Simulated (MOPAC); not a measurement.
## CH3ClOZn: frequency calculation (part 2 of 2)

Continued. System: CH3ClOZn, SMILES [OH][Zn][CH2]Cl. Method: AM1, closed shell (MOPAC 23.2.5). The geometry was optimised with AM1.

Geometry of the input (Å):
```
O  -0.9850  2.2663  -0.9266
Zn -0.1817  0.6614  -0.2226
C  0.7175  -0.8682  0.5119
Cl -0.2778  -2.2905  0.2491
H  -1.8302  1.9961  -1.2742
H  1.6954  -1.0289  0.0023
H  0.8667  -0.7459  1.6094
```

Output, continued
```
 VIBRATION          6    3A"         ATOM PAIR     ENERGY CONTRIBUTION    RADIAL
 FREQUENCY           573.50         C 3 -- H 7         +33.6% (115.9%)     10.7%
 TRANSITION DIPOLE   0.7032         C 3 -- H 6         +33.6% (115.9%)     10.8%
 TRAVEL (Ang.)       0.3662         C 3 -- Cl4         +16.4% ( 80.9%)      0.0%
 REDUCED MASS        0.8767         Zn2 -- C 3         +16.4% ( 80.8%)      0.0%
 EFFECTIVE MASS      6.4232
 FORCE CONSTANT      0.1699

 VIBRATION          7    4A'         ATOM PAIR     ENERGY CONTRIBUTION    RADIAL
 FREQUENCY           637.68         O 1 -- Zn2         +46.8% ( 98.3%)    100.0%
 TRANSITION DIPOLE   2.9453         O 1 -- H 5         +22.7% ( 68.4%)      6.2%
 TRAVEL (Ang.)       0.0963         Zn2 -- C 3         +12.5% ( 50.7%)     96.8%
 REDUCED MASS       11.4063         C 3 -- Cl4          +6.0% ( 35.2%)     38.8%
 EFFECTIVE MASS     27.2386
 FORCE CONSTANT      2.7327

 VIBRATION          8    5A'         ATOM PAIR     ENERGY CONTRIBUTION    RADIAL
 FREQUENCY           808.75         C 3 -- Cl4         +35.4% (101.6%)     99.1%
 TRANSITION DIPOLE   1.0762         Zn2 -- C 3         +22.1% ( 80.4%)     29.2%
 TRAVEL (Ang.)       0.1033         C 3 -- H 6         +19.7% ( 75.8%)      5.0%
 REDUCED MASS        7.8134         C 3 -- H 7         +19.7% ( 75.8%)      5.0%
 EFFECTIVE MASS     16.9669
 FORCE CONSTANT      3.0111

 VIBRATION          9    6A'         ATOM PAIR     ENERGY CONTRIBUTION    RADIAL
 FREQUENCY           873.80         O 1 -- H 5         +95.5% ( 99.0%)      1.5%
 TRANSITION DIPOLE   0.5830         O 1 -- Zn2          +3.3% ( 18.3%)     20.1%
 TRAVEL (Ang.)       0.2879         C 3 -- Cl4          +0.4% (  6.2%)     82.3%
 REDUCED MASS        0.9310         Zn2 -- C 3          +0.3% (  5.8%)     12.4%
 EFFECTIVE MASS      1.8715
 FORCE CONSTANT      0.4188

 VIBRATION         10    4A"         ATOM PAIR     ENERGY CONTRIBUTION    RADIAL
 FREQUENCY           994.11         C 3 -- H 6         +45.3% ( 76.9%)      3.8%
 TRANSITION DIPOLE   0.0910         C 3 -- H 7         +45.3% ( 76.9%)      3.9%
 TRAVEL (Ang.)       0.3750         C 3 -- Cl4          +4.8% ( 24.9%)      0.0%
 REDUCED MASS        0.4824         Zn2 -- C 3          +4.6% ( 24.5%)      0.0%
 EFFECTIVE MASS      1.8410
 FORCE CONSTANT      0.2809

 VIBRATION         11    7A'         ATOM PAIR     ENERGY CONTRIBUTION    RADIAL
 FREQUENCY          1122.76         C 3 -- H 6         +42.4% ( 69.7%)      0.6%
 TRANSITION DIPOLE   0.0391         C 3 -- H 7         +42.4% ( 69.7%)      0.7%
 TRAVEL (Ang.)       0.2862         Zn2 -- C 3          +7.8% ( 29.9%)     94.7%
 REDUCED MASS        0.7330         C 3 -- Cl4          +7.3% ( 29.0%)     11.9%
 EFFECTIVE MASS      2.5521
 FORCE CONSTANT      0.5444

 VIBRATION         12    8A'         ATOM PAIR     ENERGY CONTRIBUTION    RADIAL
 FREQUENCY          1333.22         C 3 -- H 6         +45.6% ( 59.0%)      2.6%
 TRANSITION DIPOLE   0.1999         C 3 -- H 7         +45.6% ( 59.0%)      2.6%
 TRAVEL (Ang.)       0.3177         Zn2 -- C 3          +4.4% ( 18.4%)     25.5%
 REDUCED MASS        0.5009         C 3 -- Cl4          +4.3% ( 18.0%)     39.4%
 EFFECTIVE MASS      1.5914
 FORCE CONSTANT      0.5246

 VIBRATION         13    5A"         ATOM PAIR     ENERGY CONTRIBUTION    RADIAL
 FREQUENCY          3034.46         C 3 -- H 7         +49.1% ( 72.3%)     97.2%
 TRANSITION DIPOLE   0.3234         C 3 -- H 6         +49.1% ( 72.3%)     97.2%
 TRAVEL (Ang.)       0.2072         Zn2 -- C 3          +0.9% (  9.9%)      0.0%
 REDUCED MASS        0.5175         C 3 -- Cl4          +0.9% (  9.9%)      0.0%
 EFFECTIVE MASS      1.5239
 FORCE CONSTANT      2.8077

 VIBRATION         14    9A'         ATOM PAIR     ENERGY CONTRIBUTION    RADIAL
 FREQUENCY          3082.11         C 3 -- H 7         +49.7% ( 69.3%)     97.4%
 TRANSITION DIPOLE   0.3675         C 3 -- H 6         +49.7% ( 69.3%)     97.4%
 TRAVEL (Ang.)       0.2127         Zn2 -- C 3          +0.3% (  5.6%)     36.2%
 REDUCED MASS        0.4836         C 3 -- Cl4          +0.3% (  5.6%)     28.5%
 EFFECTIVE MASS      1.2189
 FORCE CONSTANT      2.7068

 VIBRATION         15   10A'         ATOM PAIR     ENERGY CONTRIBUTION    RADIAL
 FREQUENCY          3571.16         O 1 -- H 5         +99.7% (100.0%)     99.7%
 TRANSITION DIPOLE   0.5998         O 1 -- Zn2          +0.3% (  5.8%)      7.8%
 TRAVEL (Ang.)       0.1411
 REDUCED MASS        0.9482
 EFFECTIVE MASS      1.3796
 FORCE CONSTANT      7.1247

      SYMMETRY NUMBER FOR POINT-GROUP Cs  =  1

          SYSTEM IS A GROUND STATE

 CH3ClOZn

          MOLECULE IS NOT LINEAR

          THERE ARE 15 GENUINE VIBRATIONS IN THIS SYSTEM
          THIS THERMODYNAMICS CALCULATION IS LIMITED TO
          MOLECULES WHICH HAVE NO INTERNAL ROTATIONS

                    CALCULATED THERMODYNAMIC PROPERTIES
                                          *
   TEMP. (K)   PARTITION FUNCTION   H.O.F.    ENTHALPY  HEAT CAPACITY ENTROPY
                                   KCAL/MOL   CAL/MOLE    CAL/K/MOL  CAL/K/MOL

 298.00  VIB.     0.6723D+02                  2267.7508    12.9557    15.9723
         ROT.     0.1438D+06                   888.2803     2.9808    26.5818
         INT.     0.9671D+07                  3156.0311    15.9365    42.5541
         TRA.     0.1464D+28                  1480.4672     4.9680    40.5403
         TOT.                      -10.062    4636.4982    20.9046    83.0945

 200.00  VIB.     0.1772D+02                  1155.5305     9.6912    11.4899
         ROT.     0.7909D+05                   596.1613     2.9808    25.3931
         INT.     0.1401D+07                  1751.6918    12.6720    36.8830
         TRA.     0.8049D+27                   993.6021     4.9680    38.5592
         TOT.                      -11.953    2745.2939    17.6400    75.4422

 210.00  VIB.     0.2047D+02                  1254.1489    10.0328    11.9710
         ROT.     0.8509D+05                   625.9693     2.9808    25.5386
         INT.     0.1741D+07                  1880.1182    13.0136    37.5096
         TRA.     0.8660D+27                  1043.2822     4.9680    38.8016
         TOT.                      -11.775    2923.4005    17.9816    76.3112

 220.00  VIB.     0.2359D+02                  1356.1890    10.3753    12.4456
         ROT.     0.9124D+05                   655.7774     2.9808    25.6772
         INT.     0.2152D+07                  2011.9664    13.3561    38.1229
         TRA.     0.9286D+27                  1092.9623     4.9680    39.0327
         TOT.                      -11.593    3104.9287    18.3241    77.1556

 230.00  VIB.     0.2713D+02                  1461.6538    10.7175    12.9144
         ROT.     0.9753D+05                   685.5855     2.9808    25.8097
         INT.     0.2647D+07                  2147.2393    13.6983    38.7241
         TRA.     0.9927D+27                  1142.6424     4.9680    39.2535
         TOT.                      -11.408    3289.8818    18.6663    77.9777

 240.00  VIB.     0.3115D+02                  1570.5341    11.0582    13.3777
         ROT.     0.1040D+06                   715.3935     2.9808    25.9366
         INT.     0.3239D+07                  2285.9276    14.0390    39.3143
         TRA.     0.1058D+28                  1192.3226     4.9680    39.4650
         TOT.                      -11.220    3478.2502    19.0070    78.7793

 250.00  VIB.     0.3570D+02                  1682.8089    11.3963    13.8360
         ROT.     0.1105D+06                   745.2016     2.9808    26.0583
         INT.     0.3946D+07                  2428.0105    14.3771    39.8943
         TRA.     0.1125D+28                  1242.0027     4.9680    39.6678
         TOT.                      -11.028    3670.0132    19.3451    79.5621

 260.00  VIB.     0.4085D+02                  1798.4474    11.7308    14.2895
         ROT.     0.1172D+06                   775.0097     2.9808    26.1752
         INT.     0.4789D+07                  2573.4571    14.7116    40.4647
         TRA.     0.1193D+28                  1291.6828     4.9680    39.8626
         TOT.                      -10.833    3865.1399    19.6796    80.3273

 270.00  VIB.     0.4667D+02                  1917.4094    12.0608    14.7384
         ROT.     0.1241D+06                   804.8177     2.9808    26.2877
         INT.     0.5789D+07                  2722.2272    15.0416    41.0261
         TRA.     0.1263D+28                  1341.3629     4.9680    40.0501
         TOT.                      -10.635    4063.5900    20.0097    81.0763

 280.00  VIB.     0.5323D+02                  2039.6470    12.3858    15.1830
         ROT.     0.1310D+06                   834.6258     2.9808    26.3961
         INT.     0.6974D+07                  2874.2728    15.3666    41.5790
         TRA.     0.1333D+28                  1391.0430     4.9680    40.2308
         TOT.                      -10.433    4265.3158    20.3346    81.8098

 290.00  VIB.     0.6064D+02                  2165.1054    12.7049    15.6232
         ROT.     0.1381D+06                   864.4339     2.9808    26.5007
         INT.     0.8373D+07                  3029.5393    15.6857    42.1239
         TRA.     0.1405D+28                  1440.7231     4.9680    40.4051
         TOT.                      -10.228    4470.2623    20.6537    82.5290

 300.00  VIB.     0.6898D+02                  2293.7243    13.0178    16.0592
         ROT.     0.1453D+06                   894.2419     2.9808    26.6017
         INT.     0.1002D+08                  3187.9663    15.9986    42.6609
         TRA.     0.1479D+28                  1490.4032     4.9680    40.5736
         TOT.                      -10.020    4678.3694    20.9666    83.2345

 310.00  VIB.     0.7837D+02                  2425.4388    13.3240    16.4910
         ROT.     0.1526D+06                   924.0500     2.9808    26.6995
         INT.     0.1196D+08                  3349.4888    16.3048    43.1905
         TRA.     0.1553D+28                  1540.0833     4.9680    40.7365
         TOT.                       -9.809    4889.5721    21.2728    83.9270

 320.00  VIB.     0.8893D+02                  2560.1803    13.6231    16.9188
         ROT.     0.1601D+06                   953.8580     2.9808    26.7941
         INT.     0.1423D+08                  3514.0384    16.6039    43.7129
         TRA.     0.1629D+28                  1589.7634     4.9680    40.8942
         TOT.                       -9.594    5103.8018    21.5720    84.6071

 330.00  VIB.     0.1008D+03                  2697.8774    13.9151    17.3425
         ROT.     0.1676D+06                   983.6661     2.9808    26.8858
         INT.     0.1690D+08                  3681.5435    16.8959    44.2283
         TRA.     0.1706D+28                  1639.4435     4.9680    41.0471
         TOT.                       -9.377    5320.9870    21.8639    85.2754

 340.00  VIB.     0.1141D+03                  2838.4567    14.1996    17.7622
         ROT.     0.1753D+06                  1013.4742     2.9808    26.9748
         INT.     0.2000D+08                  3851.9308    17.1804    44.7370
         TRA.     0.1784D+28                  1689.1236     4.9680    41.1954
         TOT.                       -9.157    5541.0545    22.1484    85.9324

 350.00  VIB.     0.1291D+03                  2981.8434    14.4765    18.1778
         ROT.     0.1831D+06                  1043.2822     2.9808    27.0612
         INT.     0.2363D+08                  4025.1256    17.4573    45.2390
         TRA.     0.1863D+28                  1738.8037     4.9680    41.3394
         TOT.                       -8.934    5763.9293    22.4254    86.5784

 360.00  VIB.     0.1458D+03                  3127.9621    14.7460    18.5894
         ROT.     0.1910D+06                  1073.0903     2.9808    27.1452
         INT.     0.2785D+08                  4201.0524    17.7268    45.7346
         TRA.     0.1944D+28                  1788.4838     4.9680    41.4794
         TOT.                       -8.709    5989.5363    22.6948    87.2139

 370.00  VIB.     0.1645D+03                  3276.7374    15.0078    18.9970
         ROT.     0.1990D+06                  1102.8984     2.9808    27.2269
         INT.     0.3274D+08                  4379.6357    17.9886    46.2239
         TRA.     0.2025D+28                  1838.1639     4.9680    41.6155
         TOT.                       -8.480    6217.7997    22.9566    87.8393

 380.00  VIB.     0.1855D+03                  3428.0938    15.2622    19.4006
         ROT.     0.2071D+06                  1132.7064     2.9808    27.3064
         INT.     0.3842D+08                  4560.8002    18.2430    46.7070
         TRA.     0.2108D+28                  1887.8440     4.9680    41.7480
         TOT.                       -8.250    6448.6442    23.2110    88.4549

 390.00  VIB.     0.2089D+03                  3581.9568    15.5092    19.8003
         ROT.     0.2154D+06                  1162.5145     2.9808    27.3838
         INT.     0.4500D+08                  4744.4713    18.4900    47.1841
         TRA.     0.2192D+28                  1937.5242     4.9680    41.8770
         TOT.                       -8.016    6681.9954    23.4580    89.0611

 400.00  VIB.     0.2351D+03                  3738.2530    15.7489    20.1960
         ROT.     0.2237D+06                  1192.3226     2.9808    27.4593
         INT.     0.5260D+08                  4930.5756    18.7297    47.6552
         TRA.     0.2277D+28                  1987.2043     4.9680    42.0028
         TOT.                       -7.780    6917.7798    23.6977    89.6580

   *: NOTE: HEATS OF FORMATION ARE RELATIVE TO THE
            ELEMENTS IN THEIR STANDARD STATE AT 298K
              (=  Standard Enthalpy of Formation).

            Hvib:  Zero-point energy is not included.
                   frequencies of less than zero cm-1 are not included.
            Hrot = (3/2)RT
            Htra = (3/2)RT + pV = (5/2)RT

            Heat capacity is Cp, not Cv

           FORCE CONSTANT IN CARTESIAN COORDINATES (Millidynes/A)

    ATOM   CHEMICAL       X               Y               Z
   NUMBER   SYMBOL  FORCE CONSTANT  FORCE CONSTANT  FORCE CONSTANT

      1       O        3.577618        6.545575        0.051902
      2      Zn        5.152429        0.447157        0.294157
      3       C        4.391143        5.157244        6.949988
      4      Cl        0.798846        3.571091        0.321151
      5       H        1.049033        6.510147        0.024161
      6       H        0.957528        1.796039        3.599644
      7       H        0.970257        1.529188        3.853767

 *                    *
 * JOB ENDED NORMALLY *
 *                    *

 TOTAL JOB TIME:             0.06 SECONDS

 == MOPAC DONE ==
```

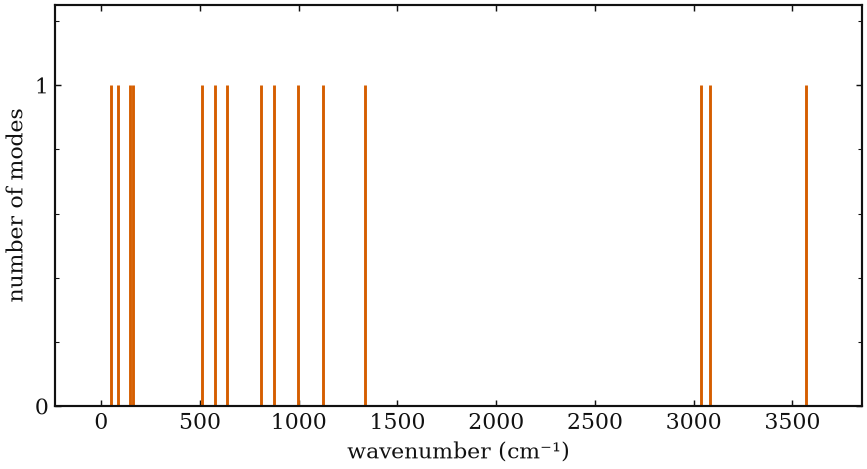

Harmonic vibrational wavenumbers from the force constants; neighbouring modes closer than 16 cm⁻¹ are counted in one stick. 15 modes from 48 to 3571 cm⁻¹, none imaginary.

Summary

```csv
quantity,value
outcome,converged
heat of formation,−10.06 kcal/mol
basis functions,19
zero-point energy,0.038682 hartree
"wavenumbers, lowest and highest",48 and 3571 cm⁻¹
hardware,"1 thread of AMD EPYC (Zen 5), 128 GiB of memory available, shared host"
peak memory,0.093 GiB
```

Remarks

MOPAC's energies along a path are heats of formation.
